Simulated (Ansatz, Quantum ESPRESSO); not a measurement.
# Al3Os (Pm-3m): zone-centre phonons, part 2 of 3

Which modes does Al3Os (Pm-3m) have at the zone centre?

Quantum ESPRESSO 7.5; DFT PBE, scalar-relativistic, plane waves, SPMS norm-conserving pseudopotentials.

So far. Step 2 (A probe with smearing): No gap opens on this mesh, so smearing is kept; the start stands at -7.8 GPa. Step 4 (Ground state): The cell stands at -0.001 GPa, close enough for phonons. The relaxed cell has a = 3.870 Å (conventional setting).

The structure was built from a prototype and need not be the compound's stable phase.

## 5. Zone-centre response

At q = 0 one unit cell holds all displacements; symmetry groups them into irreducible representations that are solved one by one. With smeared occupations no response to a homogeneous field can be asked.

ph.in

```
phonons
&INPUTPH
  prefix       = 'x'
  outdir       = './tmp'
  fildyn       = 'g.dyn'
  tr2_ph       = 1.0d-18
  alpha_mix(1) = 0.4
  nmix_ph      = 8
/
0.000000000000 0.000000000000 0.000000000000
```

Run with:

```
$ OMP_NUM_THREADS=1 mpirun -n 4 ph.x -nk 4 -in ph.in > ph.out
```

What it wrote:

```text
[banners, grids, parts of the stress and lines that vanish by symmetry left out]
[banner, memory and clock lines left out]
Program PHONON v.7.5

     ./tmp/x.save/

     IMPORTANT: XC functional enforced from input :
     Exchange-correlation= PBE
                           (   1   4   3   4   0   0   0)
     Any further DFT definition will be discarded
     Please, verify this is what you really want

     G-vector sticks info

     Reading collected, re-writing distributed wavefunctions in ./tmp/

     Number and degeneracy of irreps per q-point
       N         xq(1)         xq(2)         xq(3)   N irreps
       1   0.000000000   0.000000000   0.000000000       4
        3   3   3   3

     Calculation of q =    0.0000000   0.0000000   0.0000000

     phonons

     bravais-lattice index     =            1
     lattice parameter (alat)  =       7.3127  a.u.
     unit-cell volume          =     391.0516 (a.u.)^3
     number of atoms/cell      =            4
     number of atomic types    =            2
     kinetic-energy cut-off    =      60.0000  Ry
     charge density cut-off    =     240.0000  Ry
     convergence threshold     =      1.0E-18
     beta                      =       0.4000
     number of iterations used =            8
     Exchange-correlation= PBE
                           (   1   4   3   4   0   0   0)

     celldm(1)=    7.31270  celldm(2)=    0.00000  celldm(3)=    0.00000
     celldm(4)=    0.00000  celldm(5)=    0.00000  celldm(6)=    0.00000

     crystal axes: (cart. coord. in units of alat)
               a(1) = (  1.0000  0.0000  0.0000 )
               a(2) = (  0.0000  1.0000  0.0000 )
               a(3) = (  0.0000  0.0000  1.0000 )

     reciprocal axes: (cart. coord. in units 2 pi/alat)
               b(1) = (  1.0000  0.0000  0.0000 )
               b(2) = (  0.0000  1.0000  0.0000 )
               b(3) = (  0.0000  0.0000  1.0000 )

     Atoms inside the unit cell:

     Cartesian axes

     site n.  atom      mass           positions (alat units)
        1  Os    190.2300   tau(    1) = (    0.00000    0.00000    0.00000  )
        2  Al     26.9815   tau(    2) = (    0.00000    0.50000    0.50000  )
        3  Al     26.9815   tau(    3) = (    0.50000    0.00000    0.50000  )
        4  Al     26.9815   tau(    4) = (    0.50000    0.50000    0.00000  )

     Computing dynamical matrix for
                    q = (   0.0000000   0.0000000   0.0000000 )

     49 Sym.Ops. (with q -> -q+G )

     G cutoff =  325.0929  (  24573 G-vectors)     FFT grid: ( 40, 40, 40)

     number of k points=    35  Marzari-Vanderbilt smearing, width (Ry)=  0.0200
                       cart. coord. in units 2pi/alat
        k(    1) = (   0.0000000   0.0000000   0.0000000), wk =   0.0039062
        k(    2) = (   0.0000000   0.0000000   0.1250000), wk =   0.0234375
        k(    3) = (   0.0000000   0.0000000   0.2500000), wk =   0.0234375
        [... further k-points left out ...]

     PseudoPot. # 1 for Os read from file:
     ./pseudo/Os.upf
     Pseudo is Norm-conserving + core correction, Zval = 16.0
     Using radial grid of 1338 points,  8 beta functions with:
                l(1) =   0
                l(2) =   0
                l(3) =   1
                l(4) =   1
                l(5) =   2
                l(6) =   2
                l(7) =   3
                l(8) =   3

     PseudoPot. # 2 for Al read from file:
     ./pseudo/Al.upf
     Pseudo is Norm-conserving + core correction, Zval =  3.0
     Using radial grid of 1872 points,  6 beta functions with:
                l(1) =   0
                l(2) =   0
                l(3) =   1
                l(4) =   1
                l(5) =   2
                l(6) =   2

     Mode symmetry, O_h (m-3m)  point group:

     Atomic displacements:
     There are    4 irreducible representations

     Representation     1      3 modes -  To be done

     Representation     2      3 modes -  To be done

     Representation     3      3 modes -  To be done

     Representation     4      3 modes -  To be done

     Alpha used in Ewald sum =   2.3000

     Representation #   1 modes #   1   2   3

     Self-consistent Calculation
      iter #   1   av.it.:   6.5
      thresh= 1.000E-02 alpha_mix =  0.400 |ddv_scf|^2 =  7.432E-08
      iter #   2   av.it.:  14.8
      thresh= 2.726E-05 alpha_mix =  0.400 |ddv_scf|^2 =  6.270E-10
      iter #   3   av.it.:  15.0
      thresh= 2.504E-06 alpha_mix =  0.400 |ddv_scf|^2 =  1.356E-10
      iter #   4   av.it.:  15.3
      thresh= 1.164E-06 alpha_mix =  0.400 |ddv_scf|^2 =  8.140E-12
      iter #   5   av.it.:  15.4
      thresh= 2.853E-07 alpha_mix =  0.400 |ddv_scf|^2 =  4.512E-14
      iter #   6   av.it.:  15.6
      thresh= 2.124E-08 alpha_mix =  0.400 |ddv_scf|^2 =  4.442E-15
      iter #   7   av.it.:  15.7
      thresh= 6.665E-09 alpha_mix =  0.400 |ddv_scf|^2 =  7.678E-17
      iter #   8   av.it.:  16.1
      thresh= 8.763E-10 alpha_mix =  0.400 |ddv_scf|^2 =  5.184E-19

     End of self-consistent calculation

     Convergence has been achieved

     Representation #   2 modes #   4   5   6

     Self-consistent Calculation
      iter #   1   av.it.:   5.2
      thresh= 1.000E-02 alpha_mix =  0.400 |ddv_scf|^2 =  1.287E-08
      iter #   2   av.it.:  14.6
      thresh= 1.134E-05 alpha_mix =  0.400 |ddv_scf|^2 =  4.337E-10
      iter #   3   av.it.:  14.5
      thresh= 2.082E-06 alpha_mix =  0.400 |ddv_scf|^2 =  1.177E-10
      iter #   4   av.it.:  15.0
      thresh= 1.085E-06 alpha_mix =  0.400 |ddv_scf|^2 =  7.071E-12
      iter #   5   av.it.:  14.8
      thresh= 2.659E-07 alpha_mix =  0.400 |ddv_scf|^2 =  5.092E-14
      iter #   6   av.it.:  15.6
      thresh= 2.257E-08 alpha_mix =  0.400 |ddv_scf|^2 =  2.040E-15
[...]
End of self-consistent calculation

     Convergence has been achieved

     Representation #   3 modes #   7   8   9

     Self-consistent Calculation
[...]
End of self-consistent calculation

     Convergence has been achieved

     Representation #   4 modes #  10  11  12

     Self-consistent Calculation
[...]
iter #   2   av.it.:  15.1
      thresh= 3.154E-06 alpha_mix =  0.400 |ddv_scf|^2 =  3.135E-10
      iter #   3   av.it.:  15.4
      thresh= 1.771E-06 alpha_mix =  0.400 |ddv_scf|^2 =  1.036E-11
      iter #   4   av.it.:  16.1
      thresh= 3.219E-07 alpha_mix =  0.400 |ddv_scf|^2 =  1.018E-12
      iter #   5   av.it.:  15.8
      thresh= 1.009E-07 alpha_mix =  0.400 |ddv_scf|^2 =  1.200E-14
      iter #   6   av.it.:  15.6
      thresh= 1.096E-08 alpha_mix =  0.400 |ddv_scf|^2 =  4.245E-16
      iter #   7   av.it.:  16.0
      thresh= 2.060E-09 alpha_mix =  0.400 |ddv_scf|^2 =  7.632E-18
      iter #   8   av.it.:  15.9
      thresh= 2.763E-10 alpha_mix =  0.400 |ddv_scf|^2 =  3.894E-20

     End of self-consistent calculation

     Convergence has been achieved

     Number of q in the star =    1
     List of q in the star:
          1   0.000000000   0.000000000   0.000000000

     Diagonalizing the dynamical matrix

     q = (    0.000000000   0.000000000   0.000000000 )

 **************************************************************************
     freq (    1) =       0.033132 [THz] =       1.105149 [cm-1]
     freq (    2) =       0.033132 [THz] =       1.105149 [cm-1]
     freq (    3) =       0.033132 [THz] =       1.105149 [cm-1]
     freq (    4) =       4.349232 [THz] =     145.074774 [cm-1]
     freq (    5) =       4.349232 [THz] =     145.074774 [cm-1]
     freq (    6) =       4.349232 [THz] =     145.074774 [cm-1]
     freq (    7) =       7.155892 [THz] =     238.694853 [cm-1]
     freq (    8) =       7.155892 [THz] =     238.694853 [cm-1]
     freq (    9) =       7.155892 [THz] =     238.694853 [cm-1]
     freq (   10) =      10.999338 [THz] =     366.898436 [cm-1]
     freq (   11) =      10.999338 [THz] =     366.898436 [cm-1]
     freq (   12) =      10.999338 [THz] =     366.898436 [cm-1]
 **************************************************************************

     Mode symmetry, O_h (m-3m)  point group:

     freq (   1-   3) =          1.1  [cm-1]   --> T_1u G_15  G_4- I
     freq (   4-   6) =        145.1  [cm-1]   --> T_1u G_15  G_4- I
     freq (   7-   9) =        238.7  [cm-1]   --> T_2u G_25  G_5-
     freq (  10-  12) =        366.9  [cm-1]   --> T_1u G_15  G_4- I
```

It took 4.1 min on 4 MPI ranks of Arm Neoverse V2, shared host; 17 min of CPU time.

This step gave:

```yaml
largest_acoustic_frequency_at_the_zone_centre_before_the_sum_rule: 1.11 cm⁻¹
highest_optical_zone_centre_mode_no_lo_to_term: 366.9 cm⁻¹
lowest_optical_zone_centre_mode: 145.1 cm⁻¹
```

The acoustic modes at Γ come out as far as 1.1 cm⁻¹ from zero, where they should vanish, a small numerical error.

## 6. Zone-centre analysis

A rigid shift of the crystal must cost nothing, but grids and finite bases break this; the acoustic sum rule is imposed before the matrix is diagonalised again.

dynmat.in

```
&INPUT
  fildyn = 'g.dyn'
  asr    = 'simple'
  fileig = 'dynmat.eig'
/
```

Run with:

```
$ dynmat.x -in dynmat.in > dynmat.out
```

What it wrote:

```text
[banner, memory and clock lines left out]
Program DYNMAT v.7.5

     Reading Dynamical Matrix from file g.dyn
     ...Force constants read
     ...epsilon and Z* not read (not found on file)
     A direction for q was not specified:TO-LO splitting will be absent

     Polarizability (A^3 units)
     multiply by 1.000000 for Clausius-Mossotti correction
         0.000000    0.000000    0.000000
         0.000000    0.000000    0.000000
         0.000000    0.000000    0.000000

     IR activities are in (D/A)^2/amu units

# mode   [cm-1]    [THz]      IR
    1      0.00    0.0000    0.0000
    2      0.00    0.0000    0.0000
    3      0.00    0.0000    0.0000
    4    145.07    4.3491    0.0000
    5    145.07    4.3491    0.0000
    6    145.07    4.3491    0.0000
    7    238.69    7.1558    0.0000
    8    238.69    7.1558    0.0000
    9    238.69    7.1558    0.0000
   10    366.90   10.9993    0.0000
   11    366.90   10.9993    0.0000
   12    366.90   10.9993    0.0000

[end of the log left out, with the tail of the file of modes that dynmat.x writes under the same name]
```

Run time: 0.47 s. Hardware: 1 thread.

Unit eigenvectors of the mass-weighted matrix after the sum rule; no LO-TO term. The modes at Γ (shares of kinetic energy by element, %):

```tsv
mode	frequency (cm⁻¹)	symmetry	Os %	Al %
1	0.0	acoustic	70	30
2	0.0	acoustic	70	30
3	0.0	acoustic	70	30
4	145.1	T1u	30	70
5	145.1	T1u	30	70
6	145.1	T1u	30	70
7	238.7	T2u	0	100
8	238.7	T2u	0	100
9	238.7	T2u	0	100
10	366.9	T1u	0	100
11	366.9	T1u	0	100
12	366.9	T1u	0	100
```

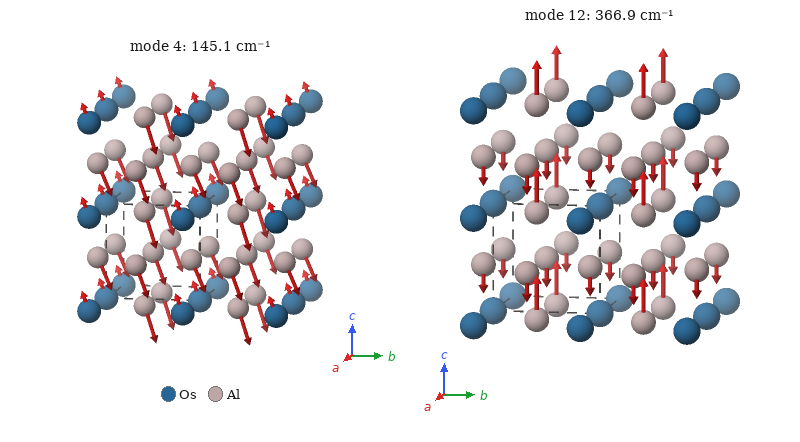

Displacement patterns of modes 4 and 12 at Γ; arrows are exaggerated. 2×2×2 cells are drawn. Some periodic images of atoms are drawn too.

The rule moves no optical mode by more than 0.1 cm⁻¹.

## 7. Sum rules set otherwise: a sum rule for molecules or wires on a crystal

This rule also removes rotations, which suits wires and not a crystal; it is tried to see the harm.

dynmat.in

```
&INPUT
  fildyn = 'g.dyn'
  asr    = 'one-dim'
  fileig = 'dynmat.eig'
/
```

Run with:

```
$ dynmat.x -in dynmat.in > dynmat.out
```

What it wrote:

```text
[banner, memory and clock lines left out]
Program DYNMAT v.7.5

     Reading Dynamical Matrix from file g.dyn
     ...Force constants read
     ...epsilon and Z* not read (not found on file)
asr rotation axis in 1D system=    3
     Acoustic Sum Rule: || Z*(ASR) - Z*(orig)|| =    0.000000E+00
     Acoustic Sum Rule: ||dyn(ASR) - dyn(orig)||=    1.495922E-01
     A direction for q was not specified:TO-LO splitting will be absent

     Polarizability (A^3 units)
     multiply by 1.000000 for Clausius-Mossotti correction
         0.000000    0.000000    0.000000
         0.000000    0.000000    0.000000
         0.000000    0.000000    0.000000

     IR activities are in (D/A)^2/amu units

# mode   [cm-1]    [THz]      IR
    1     -0.00   -0.0000    0.0000
    2     -0.00   -0.0000    0.0000
    3     -0.00   -0.0000    0.0000
    4      0.00    0.0000    0.0000
    5    145.08    4.3494    0.0000
    6    145.08    4.3494    0.0000
    7    187.54    5.6222    0.0000
    8    238.69    7.1559    0.0000
    9    238.69    7.1559    0.0000
   10    346.93   10.4007    0.0000
   11    366.90   10.9993    0.0000
   12    366.90   10.9993    0.0000

[end of the log left out, with the tail of the file of modes that dynmat.x writes under the same name]
```

Wall time 0.47 s (1 thread).

The program raised no error, yet the settings are not those of a careful run.

The fault: a sum rule for molecules or wires on a crystal; 1 optical mode is projected out to zero frequency, as if it were a rotation.

For a crystal the rule has to be 'simple' or 'crystal'.

Zone-centre frequencies as printed; negative means imaginary. Modes:

```tsv
mode	frequency (cm⁻¹)
1	0
2	0
3	0
4	0
5	145.1
6	145.1
7	187.5
8	238.7
9	238.7
10	346.9
11	366.9
12	366.9
```

## 8. Sum rules set otherwise (asr crystal)

The rule can be imposed in more than one way; the choices should agree where the raw error is small.

dynmat.in

```
&INPUT
  fildyn = 'g.dyn'
  asr    = 'crystal'
  fileig = 'dynmat.eig'
/
```

Run with:

```
$ dynmat.x -in dynmat.in > dynmat.out
```

What it wrote:

```text
[banner, memory and clock lines left out]
Program DYNMAT v.7.5

     Reading Dynamical Matrix from file g.dyn
     ...Force constants read
     ...epsilon and Z* not read (not found on file)
     Acoustic Sum Rule: || Z*(ASR) - Z*(orig)|| =    0.000000E+00
     Acoustic Sum Rule: ||dyn(ASR) - dyn(orig)||=    2.111505E-05
     A direction for q was not specified:TO-LO splitting will be absent

     Polarizability (A^3 units)
     multiply by 1.000000 for Clausius-Mossotti correction
         0.000000    0.000000    0.000000
         0.000000    0.000000    0.000000
         0.000000    0.000000    0.000000

     IR activities are in (D/A)^2/amu units

# mode   [cm-1]    [THz]      IR
    1     -0.00   -0.0000    0.0000
    2     -0.00   -0.0000    0.0000
    3      0.00    0.0000    0.0000
    4    145.08    4.3494    0.0000
    5    145.08    4.3494    0.0000
    6    145.08    4.3494    0.0000
    7    238.69    7.1559    0.0000
    8    238.69    7.1559    0.0000
    9    238.69    7.1559    0.0000
   10    366.90   10.9993    0.0000
   11    366.90   10.9993    0.0000
   12    366.90   10.9993    0.0000

   )
[end of the log left out, with the tail of the file of modes that dynmat.x writes under the same name]
```

Run time: 0.47 s. Hardware: 1 thread.

Zone-centre frequencies as printed; negative means imaginary. Modes:

```tsv
mode	frequency (cm⁻¹)
1	0
2	0
3	0
4	145.1
5	145.1
6	145.1
7	238.7
8	238.7
9	238.7
10	366.9
11	366.9
12	366.9
```

Against the first rule no mode moves by more than 0.1 cm⁻¹.

[end of part 2 of 3]

[Host names and launcher messages were left out of these logs when they were recorded.]

[Logs are printed without paths, hosts, clocks, repeated set-up lines and the standing remarks that a program may print on its own settings, such as how far it seeks lower states.]

[Hosts, paths, dates, database ids (printed as entryN), source tags and the programs' standing remarks are cut or masked in the printed files.]
